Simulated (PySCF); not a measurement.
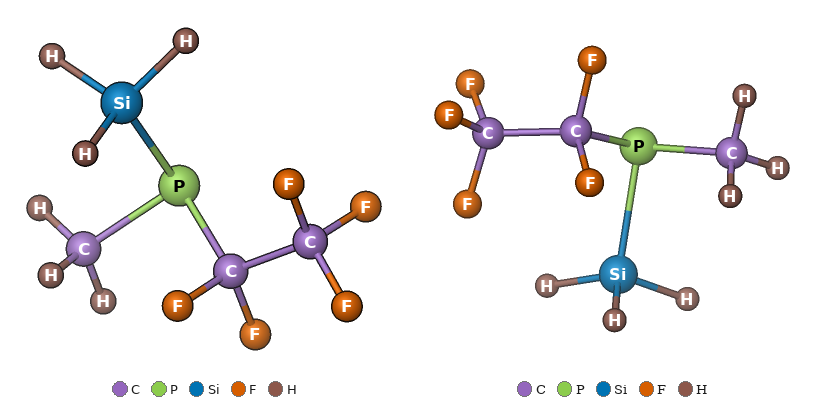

Two views of one molecule.

The geometry was computed by an optimisation with PBE0-D3(BJ)/def2-SVP. No frequency run is at hand to confirm it as a minimum.

Question: Which formula does it have?

Answer: C3H6F5PSi, 16 atoms: 3 carbon, 6 hydrogen, 5 fluorine, 1 phosphorus and 1 silicon.

Question: Does it have rings?

Answer: It has no ring.

The parts below concern this one geometry. Atoms keep their numbers from picture to picture.

**Shape**

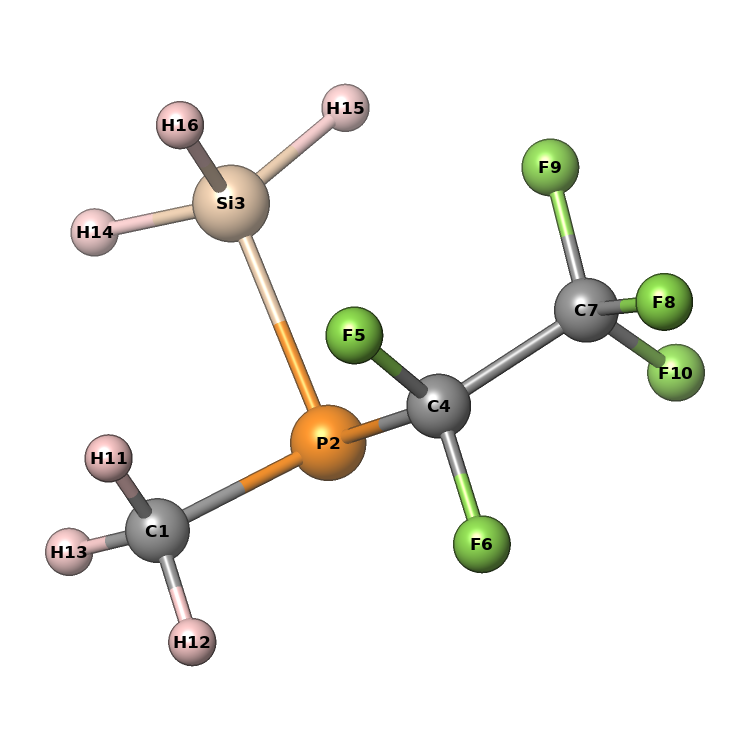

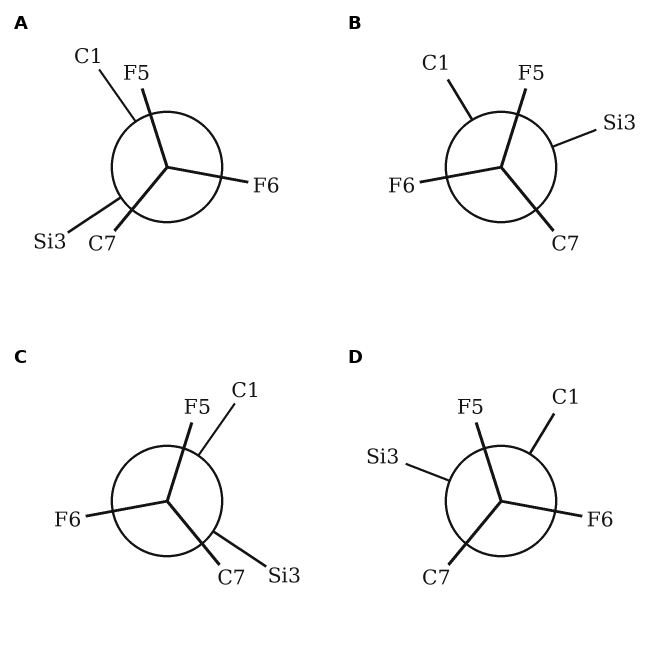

Distant atoms are faded towards the background colour. Bonds that would overlap in a projection are set slightly apart. No frequency run is at hand to confirm it as a minimum.

Question: Which Newman projection shows the view along C4–P2, with C4 in front?

Answer: B. The torsion angle F5–C4–P2–Si3 is 51°, synclinal (gauche).

**Electronic properties**

No frequency run is at hand to confirm it as a minimum. Method: CAM-B3LYP/def2-SVPD, gas phase (PySCF 2.14.0). Excitations: vertical, linear response.

Question: Give the lowest vertical singlet excitation at this level.

Answer: 5.96 eV.

Question: Give the HOMO energy (Kohn–Sham orbital) at this level.

Answer: −8.81 eV.

Question: Estimate the mean static polarisability.

Answer: 95.0 bohr³.

Question: Estimate the brightest of the 10 lowest singlets.

Answer: 6.56 eV.

**NMR shielding**

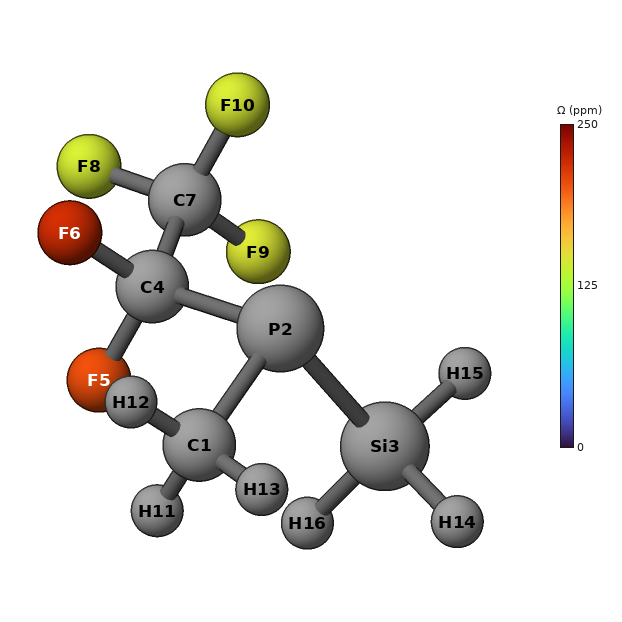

The F atoms are coloured by the span of their shielding tensor. No frequency run is at hand to confirm it as a minimum. Method: GIAO PBE0/pcSseg-1 NMR shielding, non-relativistic, IEF-PCM water (PySCF 2.14.0). Principal shieldings σ11 ≤ σ22 ≤ σ33, span Ω = σ33 − σ11, skew κ = 3(σiso − σ22)/Ω.

Give the shielding tensors of the F atoms.

```tsv
atom	σ11	σ22	σ33	σiso	Ω	κ
F5	196.7	331.8	401.6	310.0	204.9	−0.32
F6	188.9	331.8	409.2	310.0	220.4	−0.30
F8	209.9	282.3	353.2	281.8	143.3	−0.01
F9	196.4	262.2	342.9	267.2	146.5	0.10
F10	195.6	270.1	340.0	268.5	144.4	−0.03
```

Shieldings and span in ppm.

**Charges**

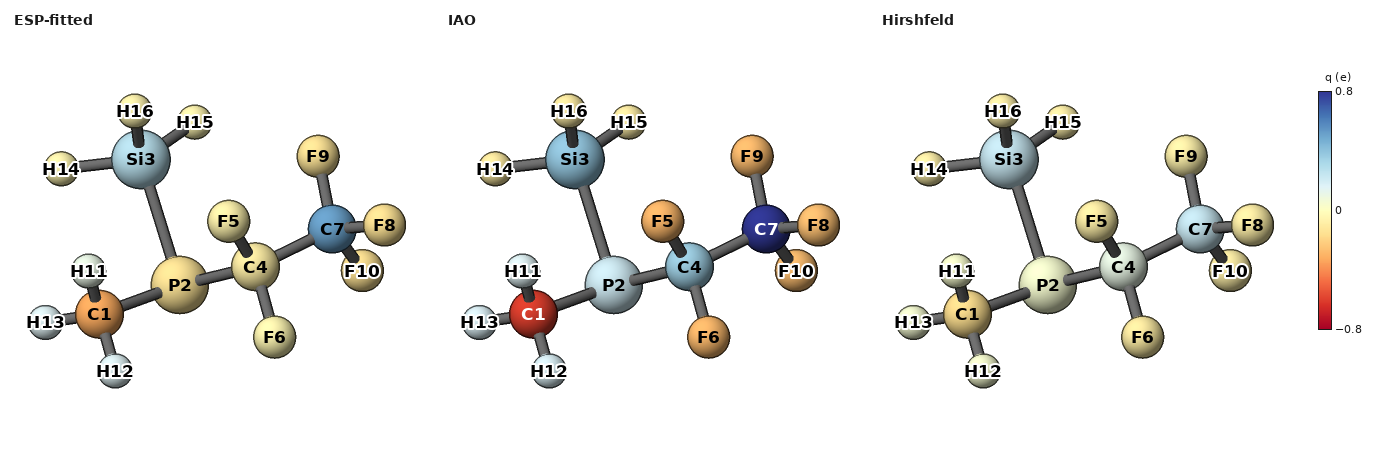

Atomic charges of one calculation by 3 schemes, on one colour scale. No frequency run is at hand to confirm it as a minimum. Computed with PBE0/pcSseg-1 (PySCF 2.14.0).

Question: Which scheme gives the most polar picture (largest mean size of the charges)?

Answer: The IAO charges are the largest in size here, and the Hirshfeld charges the smallest.

Question: On which atom do the schemes disagree most?

Answer: On C7 (from 0.24 to 0.79 e).

List the charges (e), one line for each set of equivalent atoms.

| atom | ESP-fitted | IAO | Hirshfeld |
| --- | --- | --- | --- |
| C1 | −0.32 | −0.59 | −0.16 |
| P2 | −0.13 | 0.21 | 0.04 |
| Si3 | 0.28 | 0.38 | 0.24 |
| C4 | −0.08 | 0.35 | 0.11 |
| F5 | −0.06 | −0.28 | −0.08 |
| F6 | −0.04 | −0.28 | −0.09 |
| C7 | 0.51 | 0.79 | 0.24 |
| F8 | −0.14 | −0.26 | −0.08 |
| F9 | −0.13 | −0.27 | −0.07 |
| F10 | −0.14 | −0.26 | −0.08 |
| H11 | 0.11 | 0.15 | 0.04 |
| H12 | 0.16 | 0.17 | 0.05 |
| H13 | 0.15 | 0.16 | 0.05 |
| H14 | −0.04 | −0.10 | −0.07 |
| H15 | −0.05 | −0.09 | −0.07 |
| H16 | −0.05 | −0.09 | −0.07 |
